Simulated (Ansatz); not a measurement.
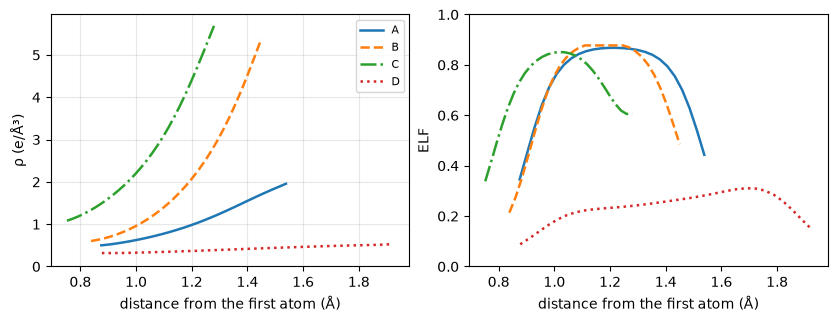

Figure. AlClH₂O₂Si. Electron density and ELF along straight lines between neighbouring atoms. The curves leave out the atomic cores.

Geometry: r2SCAN-D4/def2-SVP.

All numbers below come from isolated molecule in a Gaussian basis; Kohn-Sham density functional theory, functional PBE0 in Ansatz.

Input file:

```
basis:
  gaussian:
    orbitals: def2-TZVPD
crystal:
  periodic: [false, false, false]
  atoms:
    - {symbol: Al, position_ang: [-0.988902, 1.416509, 0.067842]}
    - {symbol: Cl, position_ang: [-1.476532, -0.292458, -1.091508]}
    - {symbol: O, position_ang: [-1.440882, 1.284653, 1.818051]}
    - {symbol: O, position_ang: [-2.571499, 2.535600, 0.149625]}
    - {symbol: Si, position_ang: [-2.784073, 2.193014, 1.927942]}
    - {symbol: H, position_ang: [-3.147311, 3.017648, -0.460447]}
    - {symbol: H, position_ang: [0.296395, 2.244733, -0.304815]}
hamiltonian:
  xc: {name: PBE0}
output:
  forces: true
  orbitals: {seedname: orbitals}
```

Launched as:

```sh
ansatz run input.yaml --threads 1 --pin off --max-ram 2610MiB --events-out events.jsonl --progress --plain --runs-dir runs
```

Q: Which curve belongs to which contact (Al–Cl, Al–O, Al–Si and Si–O)? The first atom named is at distance zero.

A: Curve A: Al–Cl (2.12 Å): the density is about 0.71 e/Å³ at the midpoint; the ELF peaks at about 0.85 in the valence shell of Cl, 0.9 Å from its nucleus, and is about 0.85 at the midpoint. Curve B: Al–O (1.81 Å): ρ at the midpoint is about 0.7 e/Å³; the ELF peaks at about 0.90 in the valence shell of O, 0.7 Å from its nucleus, and is about 0.45 at the midpoint. Curve C: Si–O (1.63 Å): the density is about 1.2 e/Å³ at the midpoint; the ELF peaks at about 0.85 between the atoms, as expected for a short, strongly polar bond. Curve D: Al–Si (2.70 Å): ρ is about 0.4 e/Å³ halfway, with its minimum of 0.32 e/Å³ about 0.9 Å from Al; the ELF is about 0.25 at the midpoint.
